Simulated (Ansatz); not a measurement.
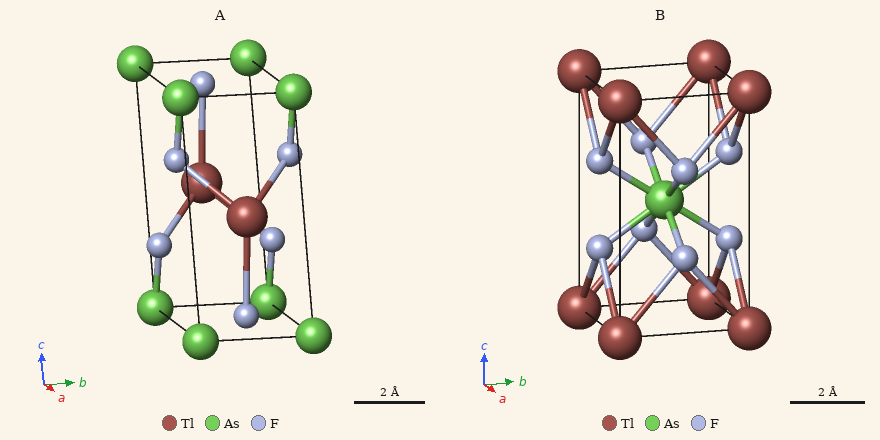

Two structures of TlAsF4, each relaxed to rest (conventional cells in solid outline, small ones repeated, not to one scale). Method: Ansatz 0.2.0, DFT, PBEsol, plane waves, PAW, without spin polarisation.

Which two forms are compared?

Answer. A: 6 atoms a cell on a primitive monoclinic lattice, P2/m. B: 6 atoms a cell on a primitive tetragonal lattice, P4/mmm.

Which is the more stable form at this level of theory?

Answer. A is lower, by 31 meV/atom at this level of theory (energies at zero smearing). Volumes: A 19.6, B 14.9 Å³/atom.

One or both may be structure types tried for this composition rather than known phases.
